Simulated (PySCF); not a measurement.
# Ru₂Cl⁺: structure of the singlet

Where does singlet Ru₂Cl⁺ go from a linear start, is the end point a minimum, and what are its modes, charges and moments?

The runs use PySCF 2.14.0; PBE0, basis Cl def2-SVP, Ru def2-SVP with ECP28, scalar-relativistic core potentials, no spin–orbit coupling, density fitting.

## Step 1: The starting structure

3 atoms, charge 1, spin multiplicity 1.

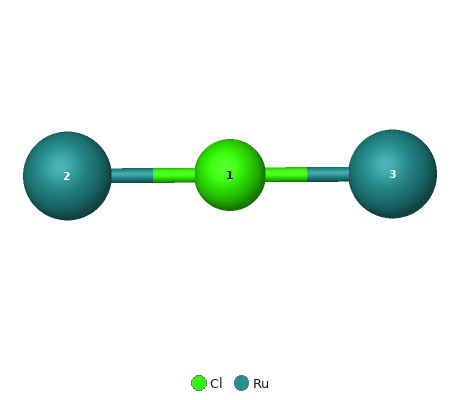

As it starts; chlorine green, ruthenium teal; atoms are numbered from 1 in the order of the file.

```xyz
3
charge 1 multiplicity 1
Cl    0.0000    0.0000    0.0000
Ru    0.0000    0.0000    2.1952
Ru    0.0000    0.0000   -2.1952
```

## Step 2: Relaxation: linear start, singlet

The steps below are one call of a driver around PySCF. For each, scf.py gives the equivalent set-up of the SCF; relaxations use the driver's own optimiser. Before each start the driver seeks the lowest SCF state from one or more starting densities and follows internal instabilities, so scf.py alone need not reach the same state.

The program finds D∞h symmetry in the start, which this walk keeps.

scf.py reads:

```python
from pyscf import gto, scf, dft
mol = gto.M(atom='''
Cl     0.000000     0.000000     0.000000
Ru     0.000000     0.000000     2.195200
Ru     0.000000     0.000000    -2.195200''',
    basis={'Cl': 'def2-SVP', 'Ru': 'def2-SVP'},
    ecp={'Ru': 'def2-SVP'},
    charge=1, spin=0)
mf = dft.RKS(mol, xc='PBE0')
mf.grids.atom_grid = (50, 194)
aux = {'Cl': 'def2-universal-JKFIT', 'Ru': 'def2-universal-JKFIT'}
mf = mf.density_fit(auxbasis=aux)
mf.kernel()
```

Energy and gradient, step by step:

```
step  energy (Eh)  change (kJ/mol)  largest symmetric gradient (Eh/bohr)
   0  -649.116492             0.00                               0.02489
   1  -649.120695           -11.03                               0.01997
   2  -649.127916           -29.99                               0.00163
   3  -649.127928           -30.03                               0.00007
```

The walk needed 14 s of wall time on 4 threads, shared host.

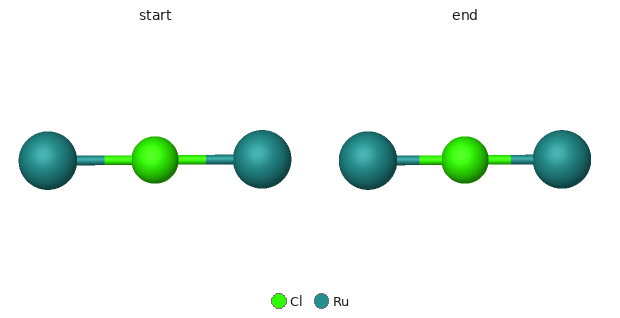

Start and end of the relaxation.

After 3 steps and 30.0 kJ/mol it ends at D∞h: Cl–Ru 1.987 Å (×2); Ru–Cl–Ru 180.0°.

## Step 3: Frequencies

On the finer grid the gradient is checked again; gradients at displacements of ±0.01 bohr then give force constants and infrared intensities.

scf.py: that of step 2 with these lines changed.

```diff
@@ -3,3 +3,3 @@
-Cl     0.000000     0.000000     0.000000
-Ru     0.000000     0.000000     2.195200
-Ru     0.000000     0.000000    -2.195200''',
+Cl     0.000000    -0.000000    -0.000000
+Ru    -0.000000     0.000000     1.986903
+Ru     0.000000    -0.000000    -1.986903''',
@@ -10 +10 @@
-mf.grids.atom_grid = (50, 194)
+mf.grids.atom_grid = (75, 302)
```

The driver hands on the density of the step before, so the log starts near convergence.

Log of the central SCF (cycles and frontier levels):

```text
init E= -649.127979624015
  HOMO = -0.39170719885063  LUMO = -0.314415467782814  gap/eV = 2.10322
cycle= 1 E= -649.127979608356  delta_E= 1.57e-08  |g|= 0.000283  |ddm|= 0.000175
  HOMO = -0.391699022009753  LUMO = -0.314412076161378  gap/eV = 2.10308
cycle= 2 E= -649.12797566948  delta_E= 3.94e-06  |g|= 0.00449  |ddm|= 0.00273
  HOMO = -0.39170218247056  LUMO = -0.314412520482199  gap/eV = 2.10316
cycle= 3 E= -649.127979623441  delta_E= -3.95e-06  |g|= 5.37e-05  |ddm|= 0.00257
  HOMO = -0.391705273172827  LUMO = -0.314414301572743  gap/eV = 2.10319
cycle= 4 E= -649.127979624117  delta_E= -6.76e-10  |g|= 5.77e-07  |ddm|= 4.43e-05
  HOMO = -0.39170534394417  LUMO = -0.314414361899717  gap/eV = 2.10319
cycle= 5 E= -649.127979624121  delta_E= -3.87e-12  |g|= 3.06e-07  |ddm|= 1.55e-06
  HOMO = -0.391705342384325  LUMO = -0.314414361125945  gap/eV = 2.10319
Extra cycle  E= -649.127979624121  delta_E= 6.82e-13  |g|= 2.72e-06  |ddm|= 3.42e-06
converged SCF energy = -649.127979624121
```

The whole step took 25 s.

Geometry: D∞h; Cl–Ru 1.987 Å (×2); Ru–Cl–Ru 180.0°.

Modes, for the most abundant isotopes:

```
symmetry  ω (cm⁻¹)  IR (km/mol)
      πu      182i         21.0
     σg+       237          0.0
     σu+       729          9.0
```

2 modes are imaginary, the largest at 182i cm⁻¹: a saddle point, not a minimum.

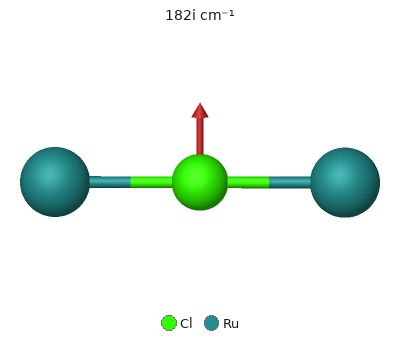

The imaginary mode, as arrows.

Properties at this point:

```yaml
Dipole_moment_about_the_centre_of_mass: 0.00 D
Highest_occupied_level: -10.66 eV
Lowest_empty_level: -8.56 eV
Rotational_constants: 0.02095 cm⁻¹
Zero-point_energy_real_modes: 5.8 kJ/mol
Principal_polarisabilities: 42.0, 42.0, 133.6 bohr³
Principal_traceless_quadrupole_moments_about_the_centre_of_mass: -17.93, -17.93, 35.85 D Å
```

Charges (e) and bond orders:

| atom | Mulliken | Löwdin | polar tensor | Mayer order to Cl1 |
| --- | --- | --- | --- | --- |
| Cl1 | -0.02 | 1.00 | -0.41 | – |
| Ru2,3 | 0.51 | 0.00 | 0.70 | 1.29 |

Outer orbital energies (eV). occupied: -17.31, -11.50, -11.50, -11.21, -10.72, -10.72, -10.66, -10.66; empty: -8.56, -8.41, -8.41, -6.78.

Mulliken populations on Cl1: s 5.94, p 10.84, d 0.24.

## Step 4: Following the imaginary mode

The atoms are moved a little along the softest imaginary mode and relaxed again.

The program finds C2v symmetry in the start, which this walk keeps. The walk stops when the largest gradient is under 0.0003 Eh/bohr and the energy has settled too.

scf.py: that of step 3 with these lines changed.

```diff
@@ -3,3 +3,3 @@
-Cl     0.000000    -0.000000    -0.000000
-Ru    -0.000000     0.000000     1.986903
-Ru     0.000000    -0.000000    -1.986903''',
+Cl     0.120000    -0.000000     0.000000
+Ru    -0.020589     0.000000     1.986903
+Ru    -0.020589    -0.000000    -1.986903''',
@@ -10 +10 @@
-mf.grids.atom_grid = (75, 302)
+mf.grids.atom_grid = (50, 194)
```

The optimiser's trace:

```
step  energy (Eh)  change (kJ/mol)  largest symmetric gradient (Eh/bohr)
   0  -649.128945             0.00                               0.00657
   1  -649.129606            -1.74                               0.00775
   2  -649.130486            -4.05                               0.00876
   3  -649.131586            -6.94                               0.00961
   4  -649.132872           -10.31                               0.01039
   5  -649.134288           -14.03                               0.01094
   6  -649.135737           -17.83                               0.01088
   7  -649.137943           -23.63                               0.01284
   8  -649.139089           -26.63                               0.00491
   9  -649.139310           -27.21                               0.00562
  10  -649.139812           -28.53                               0.00554
  11  -649.140268           -29.73                               0.00357
  12  -649.140510           -30.36                               0.00068
  13  -649.140535           -30.43                               0.00023
  14  -649.140544           -30.45                               0.00018
  15  -649.140547           -30.46                               0.00005
```

The walk took 59 s.

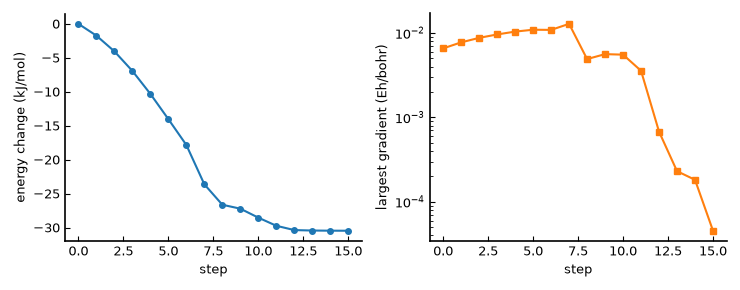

Energy and largest gradient along the walk.

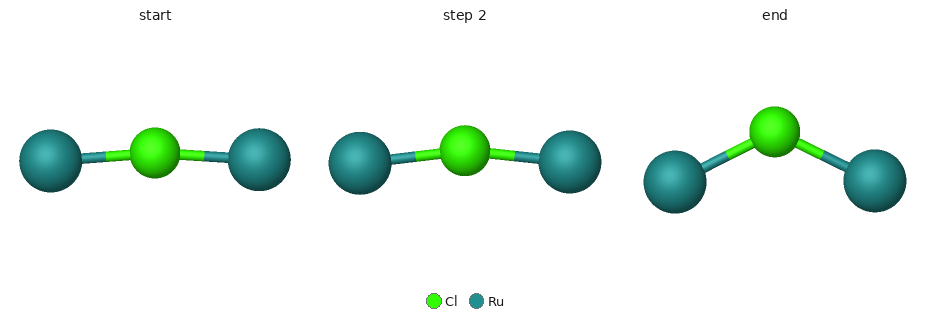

Start and end of the relaxation, with a step between.

End point (C2v, 15 steps, 30.5 kJ/mol gained): Cl–Ru 2.126 Å (×2); Ru–Cl–Ru 127.2°.

## Step 5: Frequencies

As before: finer grid, then central differences.

scf.py: that of step 4 with these lines changed.

```diff
@@ -3,3 +3,3 @@
-Cl     0.120000    -0.000000     0.000000
-Ru    -0.020589     0.000000     1.986903
-Ru    -0.020589    -0.000000    -1.986903''',
+Cl     0.836472     0.000000     0.000000
+Ru    -0.153228     0.000000     1.883053
+Ru    -0.153228    -0.000000    -1.883053''',
@@ -10 +10 @@
-mf.grids.atom_grid = (50, 194)
+mf.grids.atom_grid = (75, 302)
```

Log of the central SCF (cycles and frontier levels):

```text
init E= -649.140589489966
  HOMO = -0.384599142277468  LUMO = -0.316688969514409  gap/eV = 1.84793
cycle= 1 E= -649.140589490031  delta_E= -6.49e-11  |g|= 2.48e-05  |ddm|= 6.6e-05
  HOMO = -0.384597896440804  LUMO = -0.316688322888502  gap/eV = 1.84791
cycle= 2 E= -649.140589472628  delta_E= 1.74e-08  |g|= 0.000264  |ddm|= 0.000236
  HOMO = -0.384598141011901  LUMO = -0.316688504184837  gap/eV = 1.84792
cycle= 3 E= -649.14058949033  delta_E= -1.77e-08  |g|= 1.07e-05  |ddm|= 0.000213
  HOMO = -0.384598918634295  LUMO = -0.316689138609232  gap/eV = 1.84792
cycle= 4 E= -649.1405894904  delta_E= -6.99e-11  |g|= 4.53e-06  |ddm|= 2.03e-05
  HOMO = -0.384598836036546  LUMO = -0.31668928937543  gap/eV = 1.84791
Extra cycle  E= -649.140589490516  delta_E= -1.16e-10  |g|= 4.64e-06  |ddm|= 4.64e-05
converged SCF energy = -649.140589490516
```

The whole step took 49 s.

Geometry: C2v; Cl–Ru 2.127 Å (×2); Ru–Cl–Ru 124.5°.

Modes, for the most abundant isotopes:

```csv
symmetry,ω (cm⁻¹),IR (km/mol),μ (u)
a1,53,0.5,66.04
a1,241,3.5,48.74
b2,525,0.0,39.65
```

No imaginary mode, so this is a minimum.

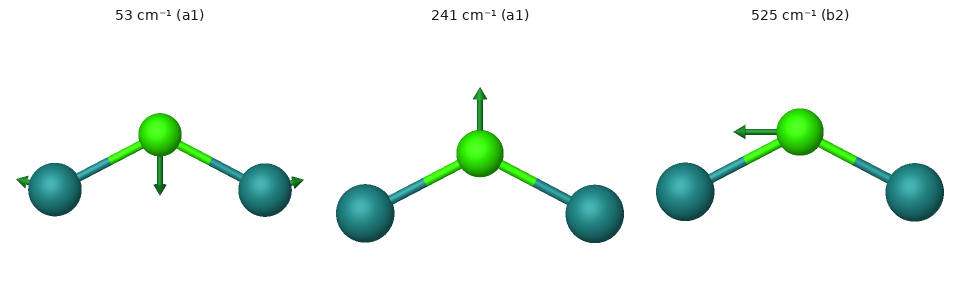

Displacements of 3 of the modes, as arrows (one member where a mode is degenerate).

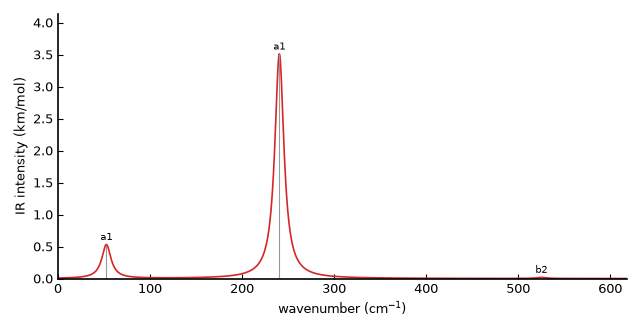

The harmonic infrared spectrum (widths in cm⁻¹). Lines are broadened to a width of 12 cm⁻¹ (Lorentzian).

Constants and moments:

```
Dipole moment about the centre of mass                          : 1.57 D
Highest occupied level                                          : -10.47 eV
Lowest empty level                                              : -8.62 eV
Rotational constants                                            : 0.5766, 0.02333, 0.02242 cm⁻¹
Zero-point energy                                               : 4.9 kJ/mol
Principal polarisabilities                                      : 37.9, 43.7, 74.0 bohr³
Principal traceless quadrupole moments about the centre of mass : -16.97, -10.84, 27.81 D Å
Entropy at 298.15 K and 1 bar                                   : 318.6 J/(mol K)
Heat capacity Cp at 298.15 K                                    : 54.0 J/(mol K)
Enthalpy at 298.15 K above 0 K                                  : 13.95 kJ/mol
Rotational symmetry number                                      : 2
```

Populations by atom (charges in e):

```
 atom  Mulliken  Löwdin  polar tensor  Mayer order to Cl1
  Cl1      0.01    0.79         -0.09                   –
Ru2,3      0.49    0.11          0.55                1.01
```

Outer orbital energies (eV). occupied: -16.30, -11.62, -11.49, -10.89, -10.62, -10.57, -10.48, -10.47; empty: -8.62, -8.36, -8.16, -6.61.

Mulliken populations on Cl1: s 5.91, p 10.97, d 0.11.

## Step 6: Would spin polarisation lower it?

At the lowest minimum the closed shell is tested against spin polarisation, on the (50, 194) grid. It is unstable: an open-shell solution lies lower. That solution was not followed to a minimum here.

## Step 7: All stationary points

| spin | group | bonds | imaginary modes (cm⁻¹) | ΔE (kJ/mol) | with zero-point energy |
| --- | --- | --- | --- | --- | --- |
| singlet | C2v | Cl–Ru 2.127 Å (×2) | none | 0.0 | 0.0 |
| singlet | D∞h | Cl–Ru 1.987 Å (×2) | 182i, 182i | 33.1 | – |

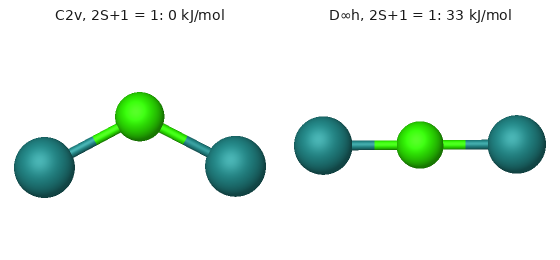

The points, lowest first (chlorine green, ruthenium teal).

## Step 8: Summary of results

```
                            quantity                                                            value
                             minimum  singlet, C2v (closed shell, unstable towards spin polarisation)
                            geometry                              Cl–Ru 2.127 Å (×2); Ru–Cl–Ru 124.5°
                  wavenumbers (cm⁻¹)                                      53 (a1), 241 (a1), 525 (b2)
      dipole moment (centre of mass)                                                           1.57 D
highest occupied, lowest empty level                                                 -10.47, -8.62 eV
          polar-tensor charge of Cl1                                                          -0.09 e
                   zero-point energy                                                       4.9 kJ/mol
```

**Reading.** The linear start (D∞h) ends in a minimum of C2v symmetry, after a stop at a second-order saddle point 33.1 kJ/mol higher, from which it was pushed off along an imaginary mode. The strongest infrared band lies at 241 cm⁻¹ (a1). Other starts or spin states, not run here, may lie lower. Modes under about 90 cm⁻¹ are uncertain by tens of cm⁻¹. The closed shell proved unstable towards spin polarisation, so a lower open-shell solution exists.

The search up to here needed 2.7 min of wall time on 4 threads, shared host.
